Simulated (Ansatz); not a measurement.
## Electronic structure of C2H2Cl3F3OTi in real space

The calculation's input:

```
crystal:
  periodic: [false, false, false]
  atoms:
    - {symbol: F, position_ang: [0.190364, -0.730131, -2.055027]}
    - {symbol: C, position_ang: [-0.433609, -1.355174, -1.057261]}
    - {symbol: F, position_ang: [-1.343993, -2.179147, -1.584475]}
    - {symbol: F, position_ang: [0.468371, -2.091012, -0.408588]}
    - {symbol: C, position_ang: [-1.126682, -0.373609, -0.128543]}
    - {symbol: O, position_ang: [-0.211960, 0.492787, 0.434713]}
    - {symbol: Ti, position_ang: [1.110237, 1.445591, 1.037561]}
    - {symbol: Cl, position_ang: [1.234442, 1.178016, 3.198226]}
    - {symbol: Cl, position_ang: [0.738972, 3.541186, 0.560577]}
    - {symbol: Cl, position_ang: [2.954196, 0.780026, 0.097832]}
    - {symbol: H, position_ang: [-1.637229, -0.946341, 0.651300]}
    - {symbol: H, position_ang: [-1.866109, 0.182509, -0.712314]}
basis:
  gaussian: {orbitals: def2-TZVPP}
hamiltonian: {xc: pbe0, dispersion: d4}
output: {orbitals: {seedname: orbitals}}
```

Command:

```sh
ansatz run in.yaml --threads 4 --pin off --events-out ev --progress --plain --max-ram 46080MiB --backend cuda --devices 0, --max-vram 37GiB
```

Geometry: PBE0-D4/def2-TZVP.

Theory: RKS PBE0-D4/def2-TZVPP (Ansatz 0.2.0).

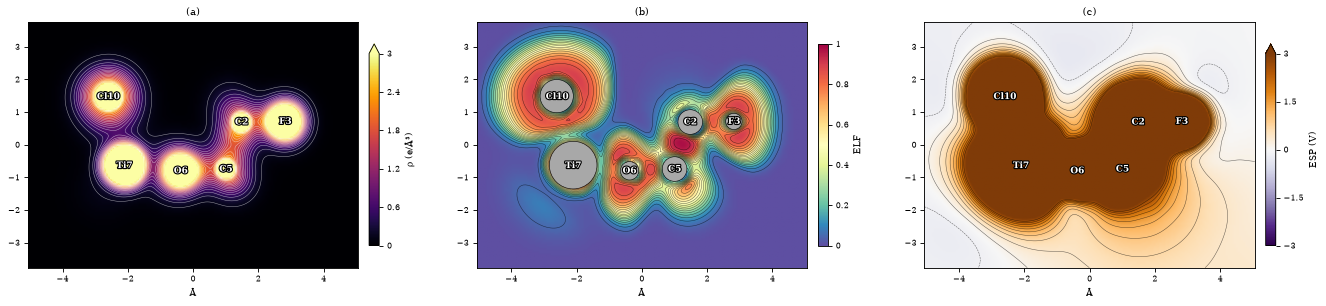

Figure 1. (a) electron density; (b) electron localisation function; (c) electrostatic potential on the plane of atoms C2, C5 and O6. Grey discs cover the atomic cores in the ELF map.

Read the bonding off the picture.

Answer. The plane passes through C, F, O, Ti and Cl nuclei.
C–F (1.34 Å): ρ at the midpoint is about 2.4 e/Å³; the ELF peaks at about 0.85 between the atoms, as expected for a polar covalent bond.
C–O (1.38 Å): ρ at the midpoint is about 2.2 e/Å³, with its minimum of 1.8 e/Å³ about 0.5 Å from C; the ELF peaks at about 0.85 between the atoms: a polar covalent bond.
C–C (1.52 Å): ρ at the midpoint is about 1.8 e/Å³; the ELF peaks at about 1 between the atoms (a shared electron pair).
Ti–O (1.74 Å): ρ at the midpoint is about 1.1 e/Å³; the ELF peaks at about 0.80 in the valence shell of O, 0.5 Å from its nucleus, and drops to about 0.20 between the two atoms.
Ti–Cl (2.17 Å): ρ is about 0.74 e/Å³ halfway; the ELF peaks at about 0.85 in the valence shell of Cl, 0.8 Å from its nucleus, and is about 0.45 at the midpoint.
The ELF also peaks beside F3, away from the bonds: lone-pair regions.
Outside the dense part of the molecule the potential is most negative (−0.3 V) near Cl10.

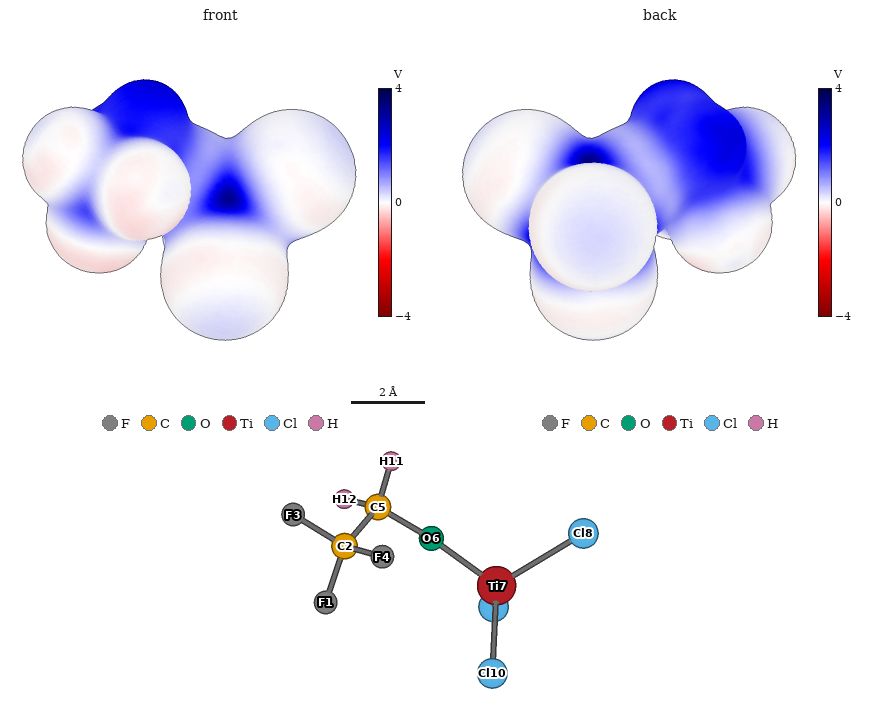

Figure 2. The molecular electrostatic potential painted on the density surface at 0.004 e/bohr³, seen from the front and from behind; red is negative and blue positive. The bare structure is drawn below in the same view.

Which sites attract a positive test charge, and which a negative one?

Answer. A positive charge is drawn to the negative regions and a negative charge to the positive ones. The most negative region (about −0.3 V) lies over F1 and F4, the most positive (about +3.2 V, or +74 kcal/mol for a unit charge) over Ti7.

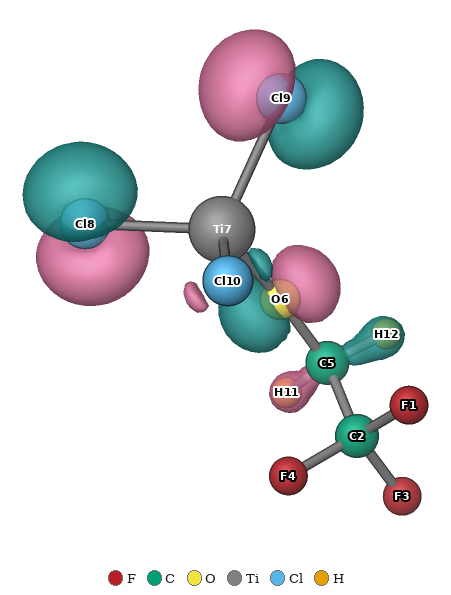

Figure 3. The HOMO−1 at ±0.15 Å⁻³ᐟ² (teal and pink are the two phases), seen at an oblique angle.

Describe this orbital and give its energy.

Answer. By Hirshfeld shares it lies mainly on Cl8 (about 35 %), Cl9 (about 35 %) and O6 (about 15 %); largely a combination of lone pairs on Cl8, Cl9 and O6. Its energy is −9.38 eV.
